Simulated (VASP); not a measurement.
Band structure of CsPbBr$_{3}$ (cubic perovskite). All values below come from RPBE GGA, VASP's PBE PAW potentials (set 64) (plane waves; VASP).

Unless said otherwise, spin-orbit coupling is left out, though it shifts the bands of the heavy elements here.

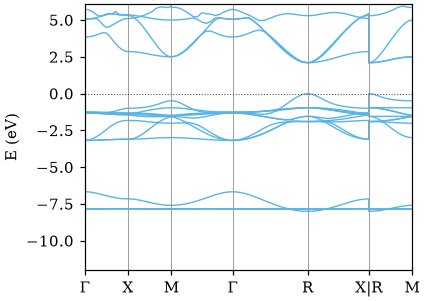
*Bands along high-symmetry lines, zero at the valence-band maximum or, without a gap, the Fermi level*

Problem. Read the plot: is there a gap, and where are the band edges?

Solution. The gap is direct, 2.09 eV, from the valence maximum at R to the conduction minimum at R. (Edges off the drawn lines would not show.)

The compound is CsPbBr3 in the cubic perovskite structure, the ideal cubic form; the compound distorts at low or room temperature. It was relaxed first, which changed the volume by +14 %.
